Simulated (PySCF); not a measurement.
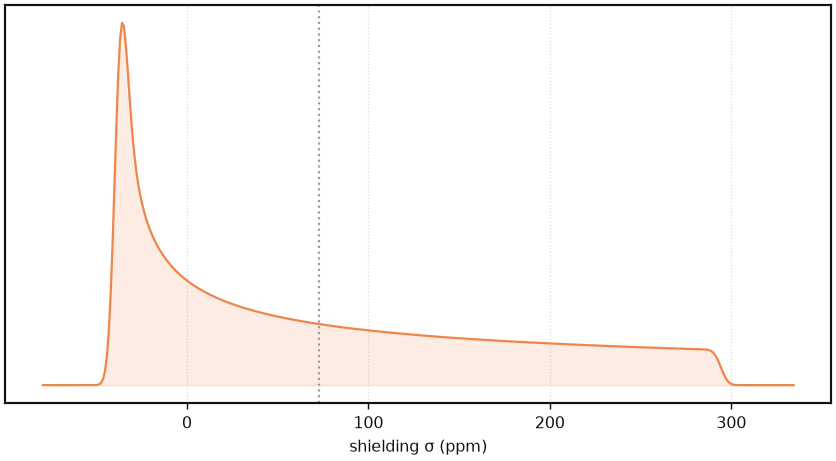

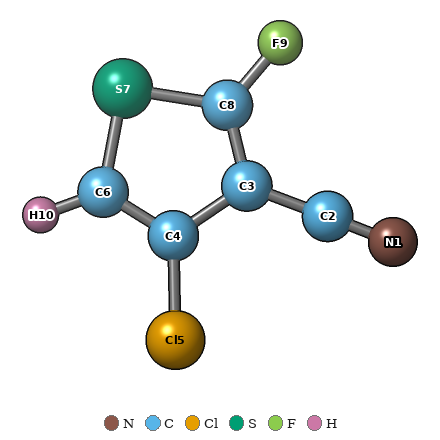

Static powder pattern (¹³C) from GIAO shielding tensors of C₅HClFNS, SMILES N#Cc1c(Cl)csc1F, PBE0/pcSseg-1 in PySCF 2.14.0, at a GFN2-xTB geometry (no frequency check); absolute shielding, one fixed geometry of the isolated molecule without any motion, no dipolar terms. The dotted line is the isotropic value; skew is 3(σiso − σ22)/span.

> The pattern belongs to C2. Give the principal values, span and skew.

C2: σ11, σ22, σ33 = −39, −37, 294 ppm, isotropic 73, span 334 ppm, skew 0.98.

Caveats: the tight-binding geometry is rougher than a DFT one and adds to the error.
